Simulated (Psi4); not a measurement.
**UMN15/STO-3G (sweep point 1) run of AlNH3 (SMILES [NH2][AlH])**

What is the vertical ionisation energy of AlNH3 at UMN15/STO-3G (sweep point 1)? Input form: a Python script.

The results are computed with Psi4 1.11.

## 1. The molecule

AlNH3: 5 atoms, total charge 0, spin state doublet. SMILES: `[NH2][AlH]`. The coordinates come from a PBE0-D4/def2-TZVP relaxation. This is one conformer, not always the lowest.

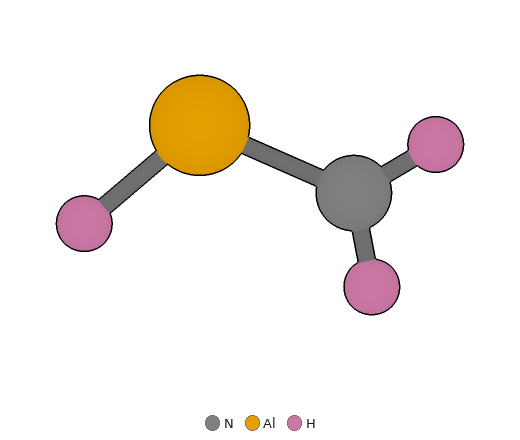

Viewed from a chosen angle; nitrogen grey, aluminium amber, hydrogen pink.

## 2. A single-point energy at UMN15/STO-3G (sweep point 1)

The input, calc.py:

```python
import psi4

psi4.set_memory('1600 MB')
psi4.set_num_threads(1)
psi4.core.set_output_file('output.dat', False)

molecule = psi4.geometry("""
0 2
N     -0.116600    -0.660800     0.175100
Al     0.836600     0.833900     0.120800
H      0.148500    -1.505300     0.655500
H     -1.010300    -0.782800    -0.277400
H      0.191800     2.041400    -0.715400
symmetry c1
""")

options = {'reference': 'uks', 'puream': True, 'scf_type': 'pk', 'dft_radial_points': 99, 'dft_spherical_points': 590, 'maxiter': 100}
psi4.set_options(options)

e = psi4.energy("mn15/STO-3G")
print(f'total energy {e:.8f} hartree = {e * 27.211386:.5f} eV')
for k, v in sorted(psi4.core.scalar_variables().items()):
    print(f'{k:45s} {v:18.10f}')
```

Run with:

```console
$ python calc.py
```

output.dat, cut to the lines that bear on the results:

```text
[...]
  Running in c1 symmetry.
[...]
  Nuclear repulsion =   46.235092034097001
[...]
  Multiplicity = 2
[...]
  Nalpha       = 12
  Nbeta        = 11
[...]
    Number of basis functions: 17
[...]
   @UKS iter   1:  -294.12591539800235   -1.19536e+00   1.76898e-02 ADIIS/DIIS
[...]
   @UKS iter   8:  -294.19340605738188   -2.25435e-09   3.93078e-07 DIIS
[...]
   @S^2 Observed:                7.517079483E-01
[...]
    Orbital Energies [Eh]
    ---------------------
    Alpha Occupied:
       1A    -54.333719     2A    -13.642078     3A     -3.720714
       4A     -2.378510     5A     -2.371465     6A     -2.369248
       7A     -0.755433     8A     -0.415143     9A     -0.354170
      10A     -0.242495    11A     -0.146925    12A     -0.053493
    Alpha Virtual:
      13A      0.223060    14A      0.425820    15A      0.464570
      16A      0.577517    17A      0.590760
    Beta Occupied:
[...]
  @UKS Final Energy:  -294.19340605738188
   => Energetics <=
    Nuclear Repulsion Energy =             46.2350920340970006
    One-Electron Energy =                -503.4095201955494758
    Two-Electron Energy =                 177.3211127963269576
    DFT Exchange-Correlation Energy =     -14.3400906922563305
    Empirical Dispersion Energy =           0.0000000000000000
    VV10 Nonlocal Energy =                  0.0000000000000000
    Total Energy =                       -294.1934060573818215
[...]
 Multipole Moments:
 ------------------------------------------------------------------------------------
     Multipole            Electronic (a.u.)      Nuclear  (a.u.)        Total (a.u.)
 ------------------------------------------------------------------------------------
 L = 1.  Multiply by 2.5417464519 to convert [e a0] to [Debye]
 Dipole X            :          2.6574448           -2.2703034            0.3871414
 Dipole Y            :          1.2824522           -1.5586141           -0.2761619
 Dipole Z            :          0.9837561           -0.6584655            0.3252906
 Magnitude           :                                                    0.5761578
[...]
```

On the terminal:

```text
total energy -294.19340606 hartree = -8005.41033 eV
CURRENT ENERGY                                   -294.1934060574
CURRENT REFERENCE ENERGY                         -294.1934060574
DD SOLVATION ENERGY                                 0.0000000000
DFT FUNCTIONAL TOTAL ENERGY                      -294.1934060574
DFT TOTAL ENERGY                                 -294.1934060574
DFT VV10 ENERGY                                     0.0000000000
DFT XC ENERGY                                     -14.3400906923
GRID ELECTRONS ALPHA                               12.0000000684
GRID ELECTRONS BETA                                11.0000000621
GRID ELECTRONS TOTAL                               23.0000001305
NUCLEAR REPULSION ENERGY                           46.2350920341
ONE-ELECTRON ENERGY                              -503.4095201955
PCM POLARIZATION ENERGY                             0.0000000000
PE ENERGY                                           0.0000000000
SCF ITERATION ENERGY                             -294.1934060574
SCF ITERATIONS                                      8.0000000000
SCF TOTAL ENERGY                                 -294.1934060574
TWO-ELECTRON ENERGY                               177.3211127963
XC GRID RADIAL POINTS                              99.0000000000
XC GRID SPHERICAL POINTS                          590.0000000000
XC GRID TOTAL POINTS                           273760.0000000000
```

Run time: 12 s. Hardware: 1 thread of Intel Xeon Platinum 8259CL at 2.50GHz (Skylake/Cascade Lake), shared host; peak memory 0.52 GiB.

## 3. The singlet cation

The input, run.py:

```python
import psi4

psi4.set_memory(1600000000)
psi4.set_num_threads(1)
psi4.core.set_output_file('alh3n.out', False)

m = psi4.geometry("""
1 1
N     -0.116600    -0.660800     0.175100
Al     0.836600     0.833900     0.120800
H      0.148500    -1.505300     0.655500
H     -1.010300    -0.782800    -0.277400
H      0.191800     2.041400    -0.715400
units angstrom
symmetry c1
""")

psi4.set_options(dict(basis='STO-3G', puream=True, scf_type='pk', dft_radial_points=99, dft_spherical_points=590))

e_tot, wfn = psi4.energy("MN15", molecule=m, return_wfn=True)
print(f'MN15 energy: {e_tot:.10f} Eh')
for k, v in sorted(psi4.core.scalar_variables().items()):
    print(f'{k:45s} {v:18.10f}')
```

Run with:

```console
$ python run.py
```

alh3n.out, cut to the lines that bear on the results:

```text
[...]
  Running in c1 symmetry.
[...]
  Nuclear repulsion =   46.235092034097001
[...]
  Multiplicity = 1
[...]
  Nalpha       = 11
  Nbeta        = 11
[...]
    Number of basis functions: 17
[...]
   @RKS iter   1:  -293.91477803932867   -9.84225e-01   2.20422e-02 ADIIS/DIIS
[...]
   @RKS iter   8:  -294.03705976705731   -3.60376e-09   4.34395e-07 DIIS
[...]
    Orbital Energies [Eh]
    ---------------------
    Doubly Occupied:
       1A    -54.795216     2A    -13.949017     3A     -4.154414
       4A     -2.811626     5A     -2.807521     6A     -2.800334
       7A     -1.022147     8A     -0.674445     9A     -0.646528
      10A     -0.542337    11A     -0.426127
[...]
  @RKS Final Energy:  -294.03705976705731
   => Energetics <=
    Nuclear Repulsion Energy =             46.2350920340970006
    One-Electron Energy =                -495.5113595227661563
    Two-Electron Energy =                 169.3212686130396776
    DFT Exchange-Correlation Energy =     -14.0820608914278615
    Empirical Dispersion Energy =           0.0000000000000000
    VV10 Nonlocal Energy =                  0.0000000000000000
    Total Energy =                       -294.0370597670573716
[...]
 Multipole Moments:
 ------------------------------------------------------------------------------------
     Multipole            Electronic (a.u.)      Nuclear  (a.u.)        Total (a.u.)
 ------------------------------------------------------------------------------------
 L = 1.  Multiply by 2.5417464519 to convert [e a0] to [Debye]
 Dipole X            :          3.3300953           -2.2703034            1.0597919
 Dipole Y            :          2.0602683           -1.5586141            0.5016542
 Dipole Z            :          1.0543655           -0.6584655            0.3959000
 Magnitude           :                                                    1.2375592
[...]
```

Standard output:

```text
MN15 energy: -294.0370597671 Eh
CURRENT ENERGY                                   -294.0370597671
CURRENT REFERENCE ENERGY                         -294.0370597671
DD SOLVATION ENERGY                                 0.0000000000
DFT FUNCTIONAL TOTAL ENERGY                      -294.0370597671
DFT TOTAL ENERGY                                 -294.0370597671
DFT VV10 ENERGY                                     0.0000000000
DFT XC ENERGY                                     -14.0820608914
GRID ELECTRONS ALPHA                               11.0000000599
GRID ELECTRONS BETA                                11.0000000599
GRID ELECTRONS TOTAL                               22.0000001198
NUCLEAR REPULSION ENERGY                           46.2350920341
ONE-ELECTRON ENERGY                              -495.5113595228
PCM POLARIZATION ENERGY                             0.0000000000
PE ENERGY                                           0.0000000000
SCF ITERATION ENERGY                             -294.0370597671
SCF ITERATIONS                                      8.0000000000
SCF TOTAL ENERGY                                 -294.0370597671
TWO-ELECTRON ENERGY                               169.3212686130
XC GRID RADIAL POINTS                              99.0000000000
XC GRID SPHERICAL POINTS                          590.0000000000
XC GRID TOTAL POINTS                           273760.0000000000
```

Run time: 8.1 s. Hardware: 1 thread of Intel Xeon Platinum 8259CL at 2.50GHz (Skylake/Cascade Lake), shared host; peak memory 0.52 GiB.

## 4. Summary of results

At UMN15/STO-3G (sweep point 1):

| quantity | value |
| --- | --- |
| doublet AlNH3: total energy | -294.19341 Eh |
| doublet AlNH3: dipole moment | 1.46 D |
| doublet AlNH3: HOMO energy (highest over α and β) | -1.46 eV |
| doublet AlNH3: LUMO energy (lowest over α and β) | 3.82 eV |
| doublet AlNH3: ⟨S²⟩ | 0.752 |
| singlet cation: total energy | -294.03706 Eh |
| singlet cation: HOMO energy | -11.60 eV |
| singlet cation: LUMO energy | -6.71 eV |
| singlet cation: HOMO–LUMO gap | 4.89 eV |
| vertical ionisation energy (to the singlet cation) | 4.254 eV |

What this shows: The vertical ionisation energy comes to 4.25 eV (98 kcal/mol). Only the singlet of the ionised species was computed; a triplet could lie lower. In a minimal basis such a difference can be off by several eV, whatever the method.
